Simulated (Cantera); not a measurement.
Charge: 1 mol SiH2Cl2, 0.22 mol NH3, 3 mol H2, equilibrated at 1.00 bar.

Cantera equilibrium calculation (NASA polynomials, part measured and part estimated; ideal gas, pure solids and liquids). Candidate condensed phases: NH4Cl, Si, Si3N4; 28 gas species. Mutual solubility and eutectic melting of coexisting phases are not modelled. The tables' values for SiCl3 are old estimates; treat these amounts as uncertain. The numbers say what is thermodynamically allowed, not how fast it happens.

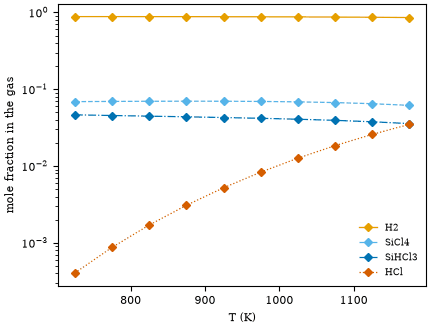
Equilibrium gas composition (values under 1e-9 drawn at 1e-9)

Question: Read off the mole fractions at 1075 K.

Answer: H2 about 0.87, SiCl4 about 0.067, SiHCl3 about 0.039, HCl about 0.018.
